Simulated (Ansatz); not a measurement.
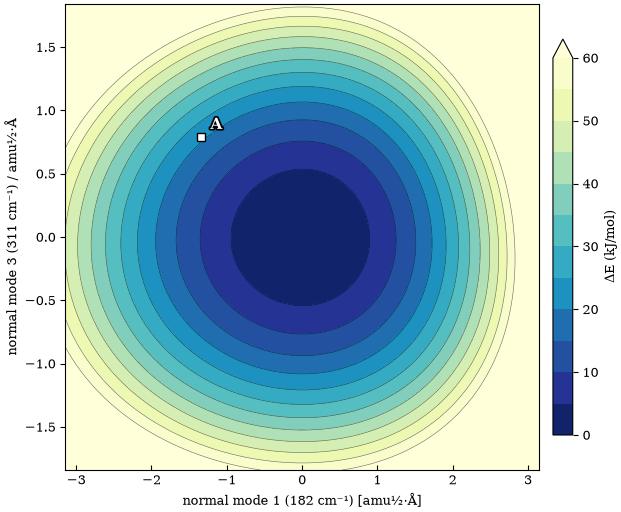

Cl2FSi, SMILES F[Si](Cl)Cl, spin multiplicity 2. Coordinates scanned: (1) normal mode 1 (182 cm⁻¹); (2) normal mode 3 (311 cm⁻¹). Nothing is relaxed (straight displacements along the two mass-weighted modes). The scan uses a 15 × 15 grid. All energies are given in kJ/mol relative to the lowest grid point. The calculation used Ansatz 0.2.0, UHF/def2-SVP.

Drawn: filled contours, one colour for all values above the top of the scale, the point A. Between grid points the surface is interpolated.

Q: Is A at rest? If not, where is it pushed?

A: A, at normal mode 1 (182 cm⁻¹) = −1.35 amu½·Å, normal mode 3 (311 cm⁻¹) = 0.788 amu½·Å, is not a stationary point. The computed force is 15 kJ/mol for each amu½·Å towards larger values of normal mode 1 (182 cm⁻¹) and 28 kJ/mol for each amu½·Å towards smaller values of normal mode 3 (311 cm⁻¹).
